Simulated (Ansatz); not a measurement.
# Nudged elastic band, with input and output: BPNH₇O (part 2 of 2)

BPNH₇O; RKS B3LYP-D4/def2-SVP (Ansatz 0.2.0). It belongs to a series of runs on one base structure; here: band between the two ends.

Geometry of the input (Å):
```
B  0.2063  -0.6324  0.1643
N  0.1428  -0.8595  1.5545
H  -0.6711  -0.6869  2.1350
H  0.9283  -1.2379  2.0683
H  1.2273  -0.8810  -0.4310
O  -0.8278  -0.1258  -0.5748
H  -1.6365  0.0369  -0.0728
P  -0.5606  3.0454  0.7955
H  -1.8762  2.4832  0.7433
H  -0.8882  3.8757  1.9159
H  -0.0563  1.9939  1.6218
```

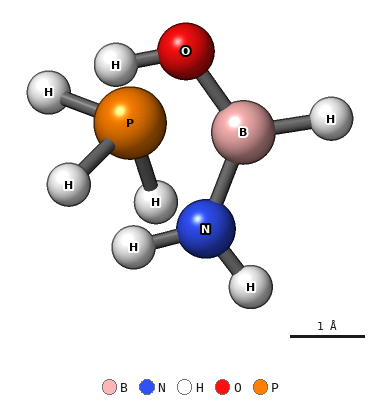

**Figure 1.** The structure as given in the input (ball-and-stick view, seen at a tilt).

### The program's output, continued
```
NEB iter  42: max|band force component| = 5.197e-2 eV/Å  barrier→ = 2.0828 eV  barrier← = 1.4923 eV  CI = image 3  Δτ_max = 0.0328 Å  (166 SCF iters)
the calculation of the forces begins
reference -13612.17782532 eV, -500.2383084149 hartree; 21, 21 occupied and 74, 74 virtual orbitals, 1026 factors
1026 factors; integrals over basis functions are off by at most 1.3e-3 eV
mean field evaluation 2176: about -13610.7168 eV, gradient 1.4e-1 eV
mean field -13610.74462453 eV, -500.1856392575 hartree, gradient 6.9e-6 eV, S^2 0.000000; 1 other end points of the search recorded, 0 dependent functions left out
the calculation of the forces begins
reference -13610.74486840 eV, -500.1856482196 hartree; 21, 21 occupied and 74, 74 virtual orbitals, 1026 factors
NEB iter  43: max|band force component| = 4.345e-2 eV/Å  barrier→ = 2.0828 eV  barrier← = 1.4923 eV  CI = image 3  Δτ_max = 0.0000 Å  (342 SCF iters)
```

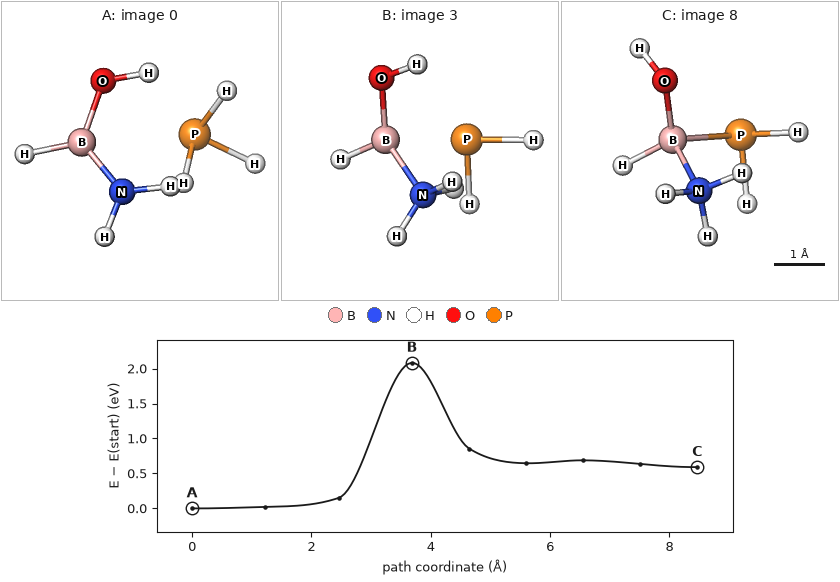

**Figure 2.** Images of the last band (counted from 0; ball-and-stick, seen at an oblique angle) above the energy along the path; the line is a cubic interpolation that uses the forces. The highest image is number 3, 2.083 eV above the start and 1.492 eV above the end (the climbing image); the end lies 0.591 eV above the start. A further maximum stands at image 6, 0.688 eV from the start, so the path isn't one elementary step. The path is 8.46 Å long. The band converged in 43 iterations.

```
Total energy: -13611.06114975 eV, -500.1972713449 hartree
Atom 0 at     0.046724     0.075677     0.224159 Å, force    -0.000144     0.000072     0.000056 eV/Å
Atom 1 at    -0.140533    -0.199370     1.746548 Å, force     0.000091     0.000009     0.000023 eV/Å
Atom 2 at    -1.005629    -0.648468     2.048309 Å, force     0.000001    -0.000011    -0.000002 eV/Å
Atom 3 at     0.663968    -0.587489     2.242284 Å, force    -0.000014    -0.000035     0.000018 eV/Å
Atom 4 at     1.188726     0.284728    -0.091480 Å, force     0.000005     0.000052    -0.000004 eV/Å
Atom 5 at    -0.785344    -0.490828    -0.698212 Å, force     0.000009    -0.000132    -0.000139 eV/Å
Atom 6 at    -1.679611    -0.687639    -0.397557 Å, force     0.000013     0.000029     0.000049 eV/Å
Atom 7 at    -0.571254     2.473159     0.488385 Å, force     0.000130     0.000032     0.000020 eV/Å
Atom 8 at    -1.737846     2.672219     1.299030 Å, force     0.000036    -0.000053     0.000013 eV/Å
Atom 9 at     0.324753     3.070809     1.431001 Å, force    -0.000026     0.000044    -0.000034 eV/Å
Atom 10 at    -0.316053     1.048801     1.627634 Å, force    -0.000102    -0.000008     0.000000 eV/Å
Dipole moment:    -0.198307    -0.803204     0.765063 e Å
this run last wrote the band of iteration 43 to [file]
```

### The last band as extended XYZ (Å, eV, eV/Å)
```
11
Properties=species:S:1:pos:R:3:forces:R:3 image=0 energy=-13613.14370
B     0.2063   -0.6324    0.1643    0.0015   0.0026   0.0134
N     0.1428   -0.8595    1.5545   -0.0141   0.0012   0.0055
H    -0.6711   -0.6869    2.1350    0.0190  -0.0024  -0.0213
H     0.9283   -1.2379    2.0683   -0.0008   0.0015  -0.0048
H     1.2273   -0.8810   -0.4310   -0.0048  -0.0001   0.0064
O    -0.8278   -0.1258   -0.5748   -0.0130  -0.0006   0.0118
H    -1.6365    0.0369   -0.0728    0.0112  -0.0009  -0.0109
P    -0.5606    3.0454    0.7955   -0.0081  -0.0148   0.0185
H    -1.8762    2.4832    0.7433    0.0140   0.0036   0.0018
H    -0.8882    3.8757    1.9159    0.0030  -0.0062  -0.0074
H    -0.0563    1.9939    1.6218   -0.0079   0.0163  -0.0130
11
Properties=species:S:1:pos:R:3:forces:R:3 image=1 energy=-13613.12258
B     0.1977   -0.5693    0.1776    0.0004  -0.0044  -0.0006
N     0.0581   -0.8387    1.5549    0.0015  -0.0029  -0.0003
H    -0.8259   -0.9510    2.0388    0.0013  -0.0002   0.0008
H     0.8621   -0.9291    2.1625    0.0024  -0.0071  -0.0018
H     1.3036   -0.4423   -0.2894    0.0012  -0.0106  -0.0029
O    -0.8536   -0.4254   -0.6845   -0.0012   0.0009   0.0009
H    -1.7226   -0.5512   -0.2834   -0.0016   0.0051   0.0028
P    -0.5737    3.0525    0.7680    0.0024   0.0061   0.0012
H    -1.9489    2.8387    1.1028   -0.0014  -0.0032  -0.0077
H    -0.3665    3.9275    1.8814   -0.0107   0.0089   0.0058
H    -0.1423    1.8999    1.4913    0.0059   0.0074   0.0017
11
Properties=species:S:1:pos:R:3:forces:R:3 image=2 energy=-13612.99248
B     0.1706   -0.3793    0.2246    0.0377  -0.1533   0.0039
N    -0.0259   -0.7001    1.5875    0.0303  -0.1573  -0.0456
H    -0.9219   -0.9232    2.0064    0.0170  -0.0779  -0.0070
H     0.7187   -0.6000    2.2649    0.0077  -0.0023   0.0166
H     1.2510    0.0212   -0.1354    0.0201  -0.0996  -0.0091
O    -0.7986   -0.4741   -0.7315   -0.0070  -0.0015  -0.0049
H    -1.6544   -0.7850   -0.4114    0.0026  -0.0315   0.0010
P    -0.6562    2.7692    0.6906   -0.0157   0.0942   0.0537
H    -1.8544    3.0135    1.4320   -0.0265   0.1204   0.0280
H     0.1679    3.5114    1.5907   -0.0373   0.1410   0.0382
H    -0.4088    1.5579    1.4017   -0.0289   0.1677  -0.0749
11
Properties=species:S:1:pos:R:3:forces:R:3 image=3 energy=-13611.06091
B     0.0467    0.0757    0.2242   -0.0001   0.0001   0.0001
N    -0.1405   -0.1994    1.7465    0.0001   0.0000   0.0000
H    -1.0056   -0.6485    2.0483    0.0000   0.0000   0.0000
H     0.6640   -0.5875    2.2423    0.0000   0.0000   0.0000
H     1.1887    0.2847   -0.0915    0.0000   0.0001   0.0000
O    -0.7853   -0.4908   -0.6982    0.0000  -0.0001  -0.0001
H    -1.6796   -0.6876   -0.3976    0.0000   0.0000   0.0000
P    -0.5713    2.4732    0.4884    0.0001   0.0000   0.0000
H    -1.7378    2.6722    1.2990    0.0000  -0.0001   0.0000
H     0.3248    3.0708    1.4310    0.0000   0.0000   0.0000
H    -0.3161    1.0488    1.6276   -0.0001   0.0000   0.0000
11
Properties=species:S:1:pos:R:3:forces:R:3 image=4 energy=-13612.28697
B    -0.0344    0.3894    0.1888   -0.0574   0.2392  -0.0336
N    -0.1557   -0.0662    1.8191    0.0032   0.0919   0.0496
H    -1.0097   -0.5955    2.0152    0.0153   0.0278  -0.0285
H     0.6441   -0.5865    2.1891    0.0054   0.0035  -0.0537
H     1.1599    0.3296   -0.0574   -0.0236   0.0548   0.0159
O    -0.7779   -0.5225   -0.5969    0.0132  -0.0210   0.0690
H    -1.7346   -0.4506   -0.5160   -0.0355   0.1747  -0.0855
P    -0.5537    2.3902    0.2246   -0.0120  -0.0595  -0.1845
H    -1.6740    2.4351    1.1379    0.0291  -0.1915  -0.1016
H     0.3497    2.8364    1.2565   -0.0033  -0.1723  -0.1201
H    -0.2259    0.8521    2.2592    0.0656  -0.1477   0.4730
11
Properties=species:S:1:pos:R:3:forces:R:3 image=5 energy=-13612.49781
B    -0.0474    0.4378    0.2808   -0.0329  -0.0292  -0.0059
N    -0.1019   -0.0646    1.8747    0.0243  -0.0147   0.0058
H    -1.0562   -0.3804    2.0722    0.0008   0.0442   0.0232
H     0.5277   -0.8569    2.0301   -0.0109  -0.0212  -0.0080
H     1.1543    0.4356    0.0235   -0.0059   0.0014   0.0068
O    -0.8417   -0.5514   -0.3874    0.0068   0.0377   0.0247
H    -1.5020   -0.1653   -0.9698    0.0145   0.0139  -0.0458
P    -0.7238    2.3234    0.1898   -0.0034   0.0054  -0.0146
H    -1.7750    2.2507    1.1691   -0.0143  -0.0272  -0.0051
H     0.2093    2.8979    1.1135   -0.0096   0.0065  -0.0185
H     0.1447    0.6847    2.5235    0.0306  -0.0169   0.0375
11
Properties=species:S:1:pos:R:3:forces:R:3 image=6 energy=-13612.45567
B    -0.0514    0.4563    0.2406   -0.0005  -0.0059   0.0149
N    -0.0640   -0.0957    1.8662   -0.0069   0.0059  -0.0318
H    -0.7692   -0.8381    1.8925    0.0033  -0.0066   0.0090
H     0.8363   -0.4955    2.1389   -0.0006  -0.0007   0.0074
H     1.1306    0.3612   -0.0626    0.0037   0.0029  -0.0026
O    -0.9153   -0.4610   -0.4345   -0.0025   0.0034   0.0041
H    -1.7136   -0.0466   -0.7761    0.0024  -0.0006  -0.0055
P    -0.6260    2.3713    0.1994   -0.0028   0.0021  -0.0014
H    -1.7585    2.2700    1.0828    0.0013  -0.0001   0.0039
H     0.2384    2.8622    1.2316    0.0028   0.0000  -0.0039
H    -0.3196    0.6274    2.5413   -0.0003  -0.0003   0.0059
11
Properties=species:S:1:pos:R:3:forces:R:3 image=7 energy=-13612.50762
B    -0.1260    0.4177    0.2981   -0.0187   0.0101  -0.0092
N    -0.1125   -0.0814    1.8793    0.0206   0.0005  -0.0040
H    -0.4417   -1.0525    1.8849    0.0285  -0.0295  -0.0034
H     0.8214   -0.0440    2.2917   -0.0082   0.0323   0.0104
H     1.0308    0.2272   -0.0812   -0.0064  -0.0062  -0.0099
O    -1.1529   -0.4333   -0.2398   -0.0453  -0.0024   0.0084
H    -1.4944   -0.1114   -1.0802    0.0412  -0.0040  -0.0027
P    -0.5487    2.3760    0.2052    0.0060  -0.0003   0.0073
H    -1.6422    2.3898    1.1393    0.0086   0.0107   0.0147
H     0.4030    2.8498    1.1668    0.0127  -0.0040  -0.0098
H    -0.7491    0.4737    2.4559   -0.0390  -0.0072  -0.0018
11
Properties=species:S:1:pos:R:3:forces:R:3 image=8 energy=-13612.55316
B    -0.2128    0.4429    0.2834   -0.0120  -0.0044  -0.0018
N    -0.1493   -0.0915    1.8366   -0.0041  -0.0037   0.0001
H    -0.0037   -1.1068    1.8514   -0.0003   0.0101   0.0029
H     0.5938    0.3649    2.3691   -0.0064  -0.0054  -0.0046
H     0.9089    0.2114   -0.1723   -0.0076   0.0018   0.0017
O    -1.3111   -0.3270   -0.2298    0.0242   0.0051   0.0085
H    -1.3446   -0.2911   -1.1908   -0.0077  -0.0015  -0.0040
P    -0.5143    2.4315    0.3185    0.0074  -0.0043   0.0007
H    -1.5013    2.4819    1.3631    0.0038   0.0002   0.0009
H     0.5654    2.7910    1.1936   -0.0047   0.0039   0.0004
H    -1.0433    0.1045    2.2974    0.0072  -0.0018  -0.0048
```

### Results in brief

| quantity | value |
| --- | --- |
| outcome | converged |
| barrier, forward | 2.083 eV |
| barrier, backward | 1.492 eV |
| hardware | 2 threads of Arm Neoverse V1, 24 GiB of memory available, shared host |
| wall time | 10 min (CPU time 20 min) |
| peak memory | 0.19 GiB |

### Remarks

The order of the saddle point was not checked.
